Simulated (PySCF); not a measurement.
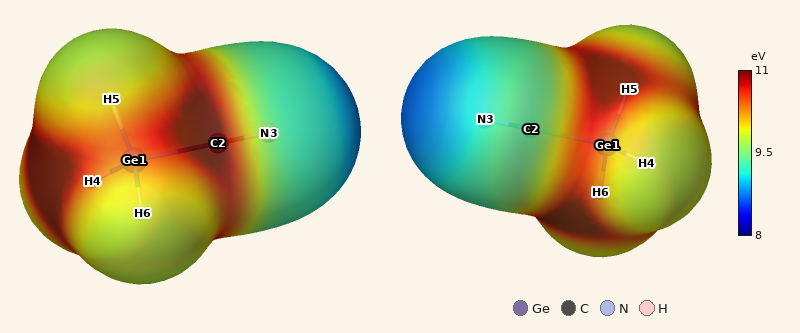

Ge(CN)H3 (CH3GeN). Average local ionisation energy on the surface of electron density 0.001 a.u. (back view left, front view right).

Level of theory: PBE/aug-cc-pVDZ (PySCF), at a geometry from GFN2-xTB. No frequency check shows the geometry to be a minimum. GFN2-xTB bond lengths at metals and heavier atoms can be off by up to 0.1 Å and shapes distorted, which carries into these values.

Geometry (Å), atoms numbered from 1:

```
Ge1      0.6554    0.0001    0.0001
C2      -1.2507   -0.0012   -0.0005
N3      -2.3952    0.0005    0.0002
H4       1.0997   -0.8795    1.1156
H5       1.0969    1.4081    0.2036
H6       1.0998   -0.5264   -1.3195
```

Locate the minima of the map.

The lowest value is 8.7 eV, 1.9 Å from N3. Further minima include 9.7 eV, 1.4 Å from H5, and at like points elsewhere. For comparison, the highest occupied orbital lies at −8.4 eV.

What volume does the surface enclose, and what is the dipole moment?

About 88 Å³; the dipole moment is 3.8 D.

Cost of the run: 11 s on 1 thread of Arm Neoverse V1 (shared host), peak memory 0.4 GiB.
